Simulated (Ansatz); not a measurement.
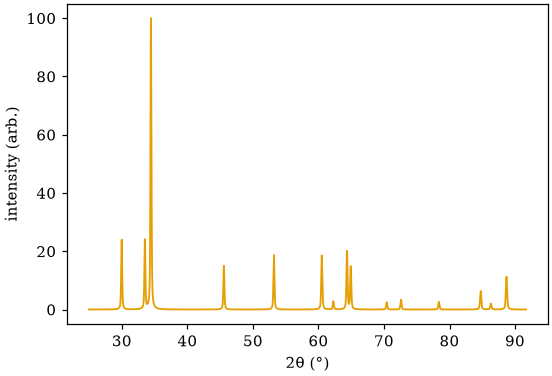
Fig. 1. Simulated powder pattern, Cu Kα, λ = 1.54184 Å

The pattern belongs to a structure relaxed with PBEsol in the plane-wave PAW code Ansatz.

Question: Which compound is it?
(A) Gd, hcp (Mg type)
(B) K, bcc (W type)
(C) Co, hcp (Mg type)
(D) Lu, hcp (Mg type)

Answer: D, Lu, hcp (Mg type)

Space group P6_3/mmc (hcp (Mg type)). The PBEsol relaxation kept the symmetry of its start. Scalar-relativistic: spin–orbit coupling is off unless named, which matters more the heavier the elements.

Potentials: the later of the program's two PAW sets.
